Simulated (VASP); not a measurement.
# PtSe2 (Sudovikovite): structure and properties in VASP, part 4 of 4

What structure and properties does LDA give PtSe2 (Sudovikovite), and how near are they to the measured ones? The start is a cell from a database of measured crystal structures.

VASP 6.6.1, plane waves and PAW; the level of theory is named at each step.

So far. Step 5 (Bands along the symmetry lines (LDA)): There is no gap at this level. Step 6 (Density of states (LDA)): The finer mesh and the other smearing move the Fermi level by +0.02 eV from the 7×7×5 run, a small shift, which tests the Fermi level alone. Of the states within 0.3 eV of the Fermi level, the largest shares in the PAW spheres are Pt d 33 % and Se p 32 %. The rest lies in smaller channels or between the spheres. The relaxed cell has a = 3.740, c = 4.788 Å (conventional setting).

The database entry behind the starting cell has ideal inner coordinates that were not refined, so it need not match the best structure at ambient conditions.

## Step 7: Zone-centre phonons (LDA) (continued)

Level of this step: LDA; plane waves and PAW (Pt, Se) (VASP).

Modes at Γ, with each element's share of the kinetic energy:

```
mode  frequency (cm⁻¹)  symmetry  Pt %  Se %
   1              -0.1  acoustic    55    45
   2              -0.1  acoustic    55    45
   3               0.0  acoustic    55    45
   4             164.2        Eg     0   100
   5             164.2        Eg     0   100
   6             205.7       A1g     0   100
   7             217.5        Eu    45    55
   8             217.5        Eu    45    55
   9             219.7       A2u    45    55
```

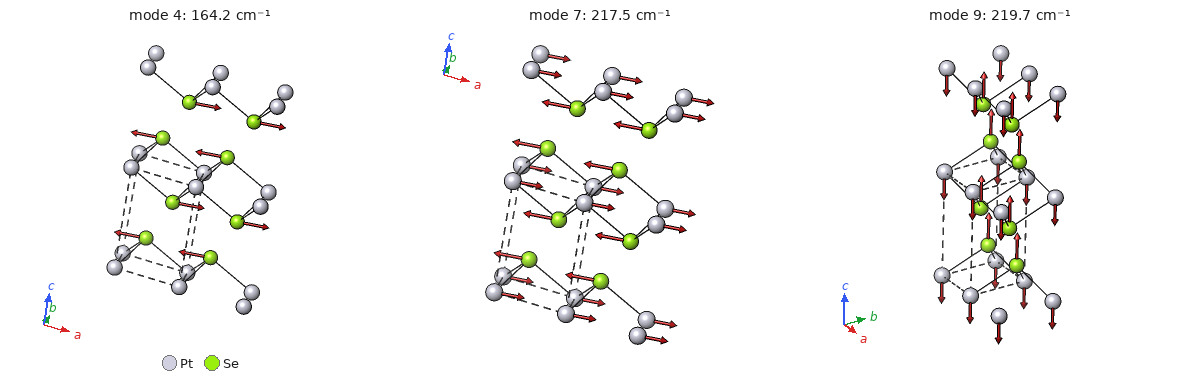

Displacement patterns of modes 4, 7 and 9 at Γ; arrows are exaggerated. Bonds to atoms that aren't drawn are left out. 2×1×2 cells are drawn. Some periodic images of atoms are drawn too.

The three acoustic modes lie within 0.1 cm⁻¹ of zero, and all others are real. By the characters of their eigenvectors the optical modes sort into (cm⁻¹) Raman active: Eg 164, A1g 206; infrared active: Eu 217, A2u 220. With a centre of inversion no mode is active in both.

## Step 8: Band structure (LDA + SOC)

This step: LDA, spin-orbit coupling; plane waves and PAW (Pt, Se) (VASP 6.6.1).

Levels along the symmetry lines show where the bands peak and cross; KPOINTS_OPT computes them in the converged potential. Spin-orbit coupling needs spinors and the noncollinear program, where each band holds one electron.

Input file INCAR:

```
SYSTEM = PtSe2
PREC = Accurate
ENCUT = 400
EDIFF = 1E-06
NELM = 100
ISMEAR = 0
SIGMA = 0.05
LREAL = .FALSE.
ALGO = Normal
GGA = CA
LNONCOLLINEAR = .TRUE.
MAGMOM = 0 0 0 0 0 0 0 0 0
NBANDS = 34
GGA_COMPAT = .FALSE.
LASPH = .TRUE.
LSORBIT = .TRUE.
LMAXMIX = 4
LORBIT = 11
LWAVE = .FALSE.
LCHARG = .FALSE.
KPAR = 2
```

Input file POSCAR:

```
PtSe2
1.0
    3.7403324055      0.0000000000      0.0000000000
   -1.8701662028      3.2392228818      0.0000000000
    0.0000000000      0.0000000000      4.7881194269
Pt Se
1 2
Direct
    0.0000000000      0.0000000000      0.0000000000
    0.3333333333      0.6666666667      0.2644490384
    0.6666666667      0.3333333333      0.7355509616
```

Input file KPOINTS:

```
Automatic mesh
0
Gamma
6 6 4
0 0 0
```

Input file KPOINTS_OPT:

```
Line mode
16
Line-mode
Reciprocal
  0.00000000   0.00000000   0.00000000 GAMMA
  0.50000000   0.00000000   0.00000000 M

  0.50000000   0.00000000   0.00000000 M
  0.33333333   0.33333333   0.00000000 K

  0.33333333   0.33333333   0.00000000 K
  0.00000000   0.00000000   0.00000000 GAMMA

  0.00000000   0.00000000   0.00000000 GAMMA
  0.00000000   0.00000000   0.50000000 A

  0.00000000   0.00000000   0.50000000 A
  0.50000000   0.00000000   0.50000000 L

  0.50000000   0.00000000   0.50000000 L
  0.33333333   0.33333333   0.50000000 H

  0.33333333   0.33333333   0.50000000 H
  0.00000000   0.00000000   0.50000000 A

  0.50000000   0.00000000   0.50000000 L
  0.50000000   0.00000000   0.00000000 M

  0.33333333   0.33333333   0.00000000 K
  0.33333333   0.33333333   0.50000000 H
```

The projector-augmented-wave data sets are Pt and Se (LDA family, release 64).

Command:

```bash
mpirun -np 2 vasp_ncl
```

Output:

```text
[... set-up lines as in an earlier step ...]
 entering main loop
       N       E                     dE             d eps       ncg     rms          rms(c)
DAV:   1     0.981118513283E+02    0.98112E+02   -0.84160E+03  1648   0.928E+02
DAV:   2    -0.124633030386E+02   -0.11058E+03   -0.10481E+03  1978   0.209E+02
DAV:   3    -0.182527461773E+02   -0.57894E+01   -0.56946E+01  1944   0.461E+01
DAV:   4    -0.183133939599E+02   -0.60648E-01   -0.60552E-01  1976   0.520E+00
DAV:   5    -0.183141680058E+02   -0.77405E-03   -0.77371E-03  1898   0.574E-01    0.146E+01
DAV:   6    -0.177298421098E+02    0.58433E+00   -0.37590E+00  1686   0.195E+01    0.909E+00
DAV:   7    -0.175265961054E+02    0.20325E+00   -0.74914E-01  1684   0.929E+00    0.479E+00
DAV:   8    -0.175026270595E+02    0.23969E-01   -0.68636E-02  1824   0.154E+00    0.165E+00
DAV:   9    -0.174955820950E+02    0.70450E-02   -0.95671E-03  1782   0.104E+00    0.343E-01
DAV:  10    -0.174950655826E+02    0.51651E-03   -0.27706E-03  1896   0.406E-01    0.132E-01
DAV:  11    -0.174950684983E+02   -0.29157E-05   -0.36934E-04  1828   0.132E-01    0.394E-02
DAV:  12    -0.174950672881E+02    0.12101E-05   -0.19262E-05  1790   0.335E-02    0.222E-02
DAV:  13    -0.174950668904E+02    0.39773E-06   -0.84090E-07  1342   0.634E-03
   1 F= -.17495067E+02 E0= -.17494657E+02  d E =-.819065E-03  mag=     0.0000    -0.0000    -0.0000
 Start KPOINTS_OPT (optional k-point list driver)
k-point batch [1-24\144]
       N       E                     dE             ncg
DAV:   1     0.331212338131E+04   -0.55404E+04     1648
DAV:   2     0.689814965402E+03   -0.26223E+04     2022
DAV:   3     0.560123707789E+03   -0.12969E+03     1942
DAV:   4     0.558833746388E+03   -0.12900E+01     1804
DAV:   5     0.558814357512E+03   -0.19389E-01     1884
DAV:   6     0.558813846831E+03   -0.51068E-03     1844
DAV:   7     0.558813830502E+03   -0.16329E-04     1862
DAV:   8     0.558813829994E+03   -0.50847E-06     1264
[...]
k-point batch [121-144\144]
       N       E                     dE             ncg
DAV:   1     0.316088710199E+04   -0.12910E+05     1656
DAV:   2     0.585578357425E+03   -0.25753E+04     1928
DAV:   3     0.463615289645E+03   -0.12196E+03     1916
DAV:   4     0.462451734407E+03   -0.11636E+01     1894
DAV:   5     0.462434899327E+03   -0.16835E-01     1912
DAV:   6     0.462434453564E+03   -0.44576E-03     1928
DAV:   7     0.462434439743E+03   -0.13821E-04     1898
DAV:   8     0.462434439340E+03   -0.40274E-06     1374
```

Wall time 57 s (2 MPI ranks of AMD EPYC 9R45, shared host); peak memory 0.45 GiB; 90 s of CPU time.

Parts of OUTCAR (step 8):

```text
   k-points           NKPTS =     24   k-points in BZ     NKDIM =     24   number of bands    NBANDS=     34

   NELECT =      22.0000    total number of electrons

 E-fermi :   7.0614

 k-point     1 :       0.0000    0.0000    0.0000
  band No.  band energies     occupation
    ...
     16       4.6505      1.00000
     17       5.7030      1.00000
     18       5.7030      1.00000
     19       6.2533      1.00000
     20       6.2533      1.00000
     21       7.8943      0.00000
     22       7.8943      0.00000
     23       8.1052      0.00000
     24       8.1052      0.00000
     25       8.2301      0.00000
    ...

  Total        0.0431240      0.0431240      0.1046827     -0.0000000     -0.0000000     -0.0000000
  in kB        1.1910041      1.1910041      2.8911434     -0.0000000     -0.0000000     -0.0000000
  external PRESSURE =       1.7577172 kB  Pullay stress =       0.0000000 kB

 POSITION                                       TOTAL-FORCE (eV/Angst)
 -----------------------------------------------------------------------------------
      0.00000      0.00000      0.00000         0.000000      0.000000      0.000000
     -0.00000      2.15948      1.26621        -0.000000      0.000000      0.022296
      1.87017      1.07974      3.52191         0.000000     -0.000000     -0.022296
 -----------------------------------------------------------------------------------
    total drift:                                0.000000      0.000000     -0.000000

  FREE ENERGIE OF THE ION-ELECTRON SYSTEM (eV)
  ---------------------------------------------------
  free  energy   TOTEN  =       -17.4950668904 eV

  energy  without entropy=      -17.4942478250  energy(sigma->0) =      -17.49465736

 Spin-Orbit-Coupling matrix elements
 Ion:    1  E_soc:     -0.7332105
 Ion:    2  E_soc:     -0.0344417
 Ion:    3  E_soc:     -0.0344417

 magnetization (x)
# of ion       s       p       d       tot
------------------------------------------
    1        0.000   0.000   0.000   0.000
    2        0.000   0.000   0.000   0.000
    3        0.000   0.000   0.000   0.000
--------------------------------------------------
tot          0.000   0.000   0.000   0.000

 magnetization (y)
# of ion       s       p       d       tot
------------------------------------------
    1        0.000   0.000   0.000   0.000
    2       -0.000   0.000   0.000  -0.000
    3       -0.000  -0.000   0.000  -0.000
--------------------------------------------------
tot         -0.000  -0.000   0.000  -0.000

 magnetization (z)
# of ion       s       p       d       tot
------------------------------------------
    1       -0.000   0.000   0.000  -0.000
    2        0.000   0.000   0.000   0.000
    3        0.000   0.000   0.000   0.000
--------------------------------------------------
tot         -0.000   0.000   0.000  -0.000

[... 6 parts as in an earlier step ...]

[... 10 further parts left out ...]
```

Numbers from this step:

```yaml
bands: 34
irreducible_k_points: 24
free_energy_toten: -17.50 eV
energy_at_zero_smearing: -17.49 eV
fermi_energy: 7.061 eV
pressure: 0.1758 GPa
```

On-site spin-orbit energy by atom:

```
atom  on-site spin-orbit energy (eV)
 Pt1                          -0.733
 Se2                          -0.034
 Se3                          -0.034
```

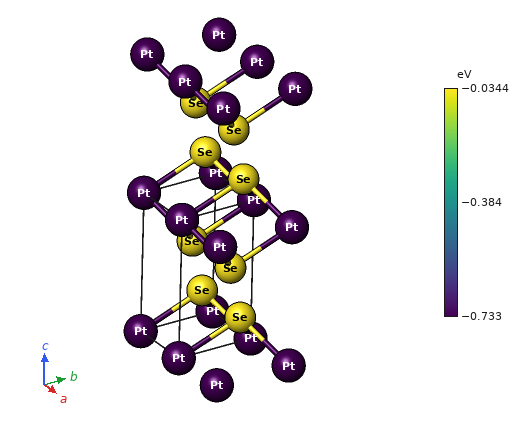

Atoms coloured by on-site spin-orbit energy. Bonds to atoms that aren't drawn are left out. 2×1×2 cells are drawn. Some periodic images of atoms are drawn too.

Electronic bands along the path, in eV, zero at the Fermi level; # counts the bands kept, so #1 is VASP's band 5:

```
    point    #15    #16    #17    #18    #19    #20   #21   #22
        Γ  -0.81  -0.81   0.83   0.83   1.04   1.04  1.17  1.17
        M  -3.18  -3.18  -2.76  -2.76   0.52   0.52  2.56  2.56
        K  -1.89  -1.89  -1.63  -1.63  -0.11  -0.11  0.08  0.08
        Γ  -0.81  -0.81   0.83   0.83   1.04   1.04  1.17  1.17
        A  -1.66  -1.66  -1.56  -1.56   2.38   2.38  2.42  2.42
        L  -2.77  -2.77  -1.12  -1.12   0.63   0.63  1.52  1.52
        H  -2.58  -2.58  -2.32  -2.32   2.32   2.32  2.44  2.44
        A  -1.66  -1.66  -1.56  -1.56   2.38   2.38  2.42  2.42
jump to L  -2.77  -2.77  -1.12  -1.12   0.63   0.63  1.52  1.52
        M  -3.18  -3.18  -2.76  -2.76   0.52   0.52  2.56  2.56
jump to K  -1.89  -1.89  -1.63  -1.63  -0.11  -0.11  0.08  0.08
        H  -2.58  -2.58  -2.32  -2.32   2.32   2.32  2.44  2.44
```

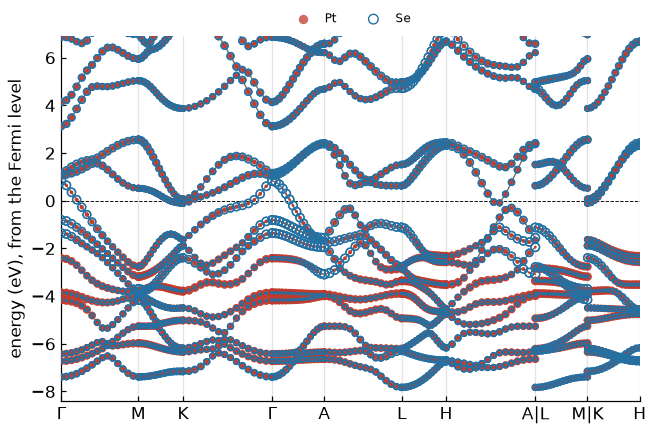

Electronic bands along the path; dots are coloured as in the legend, and their area grows with the weight.

There is no gap at this level.

## Step 9: Results

| Item | Value |
| --- | --- |
| relaxed volume | 19.34 Å³/atom |
| relaxed conventional cell a, b, c | 3.740, 3.740, 4.788 Å; angles 90.0, 90.0, 120.0° |
| space group after relaxing, within 0.02 Å | P-3m1 (No. 164) |
| band gap | none, a metal |
| DOS at the Fermi level | 0.589 states/eV/cell |
| highest zone-centre mode | 220 cm⁻¹ |
| band gap (LDA + SOC) | none, a metal |

What this shows: With LDA, PtSe2 (Sudovikovite) relaxes to 19.34 Å³/atom in space group P-3m1 (held by the symmetry of the run) and comes out as a metal. Against the listed cell the volume lies -4.6 % (a +0.4 %, c -5.4 %). Bands along the symmetry lines (LDA): Of the bands kept, 3 cross the Fermi level on this path. Zone-centre phonons (LDA): The highest mode at Γ, 219.7 cm⁻¹, has its largest share on Se (55 % of the kinetic energy). Band structure (LDA + SOC): Of the bands kept, 4 cross the Fermi level on this path (spinor bands, one electron each). The k-sampling is coarse for a metal, so the Fermi level, pressures and the shape of the cell carry errors. Modes at Γ alone can't show that the crystal is stable at other wave vectors. The bonds form layers, and without a dispersion term the spacing between them, and what depends on it, is unreliable. No search among competing phases was made, and a listed structure need not be the one stable at ambient conditions. All values are for a static lattice at zero temperature.

Calculation against experiment:

| quantity | measured | LDA |
| --- | --- | --- |
| lattice constant a (Å) | 3.7278 | 3.740 (+0.3 %) |
| lattice constant c (Å) | 5.0813 | 4.788 (-5.8 %) |
| Raman mode, Eg, in-plane Se vibration (cm⁻¹) | 175 | 164 (-6.2 %) |
| Raman mode, A1g, out-of-plane Se … (cm⁻¹) | 205 | 206 (+0.3 %) |

Measured values from arxiv:1912.08246 (2019) and arxiv:1703.04242 (2017).

**Verdict.** The lattice constant a is off by +0.3 %: good agreement. The lattice constant c is off by -5.8 %: a clear miss. The Raman mode is off by -6.2 %: fair agreement. The Raman mode is off by +0.3 %: good agreement. The grades are ours: good and fair within 0.7 and 1.5 % for the lattice constant a, 0.8 and 2 % for the lattice constant c and 3 and 7 % for the Raman mode. For lattice constants and Raman mode the calculation has a static lattice, without zero-point motion or thermal expansion (measured at up to 300 K).

[Lines on the potential files, build, host, timing and source positions are cut from VASP's logs without a mark.]

[Logs are printed without paths, hosts, clocks, repeated set-up lines and the standing remarks that a program may print on its own settings, such as how far it seeks lower states.]

[Hosts, paths, dates, database ids (printed as entryN), source tags and the programs' standing remarks are cut or masked in the printed files.]

[Measured values are set beside computed ones only where the two were judged alike; some that the calculation misses by far are left out.]
